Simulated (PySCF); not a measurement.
SMILES CC(=O)[SiH2][Si](C)(C)C (C5H14OSi2) at its GFN2-xTB optimised geometry (Å):

```
22

C      2.3473    -1.8871    -0.4913
C      1.6236    -0.6641     0.0000
O      2.2163     0.3144     0.4039
Si    -0.3048    -0.6641     0.0000
Si    -0.9610     1.5705     0.0000
C     -0.6149     2.3680     1.7016
C     -2.8333     1.7174    -0.3651
C     -0.0092     2.5450    -1.3414
H      2.1025    -2.0353    -1.5411
H      3.4248    -1.7872    -0.3754
H      1.9899    -2.7553     0.0578
H     -0.6934    -1.5347    -1.1229
H     -0.6442    -1.4520     1.1965
H     -0.8847     3.4209     1.7180
H     -1.1714     1.8744     2.4938
H      0.4406     2.2945     1.9457
H     -3.0876     1.2760    -1.3240
H     -3.4248     1.2134     0.3929
H     -3.1515     2.7553    -0.3900
H     -0.2620     3.6020    -1.3287
H     -0.2236     2.1689    -2.3382
H      1.0617     2.4621    -1.1810
```

Computed with PySCF with PBE/def2-SVP.

Map of the deformation density (molecule minus spherical neutral atoms) (e/bohr³) on the plane z = 0.8 Å:

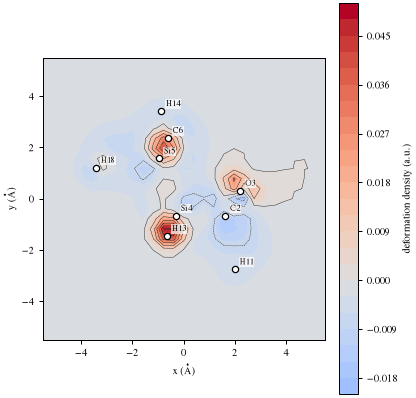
Figure. Deformation density (molecule minus spherical neutral atoms) (e/bohr³) on the plane z = 0.8 Å.
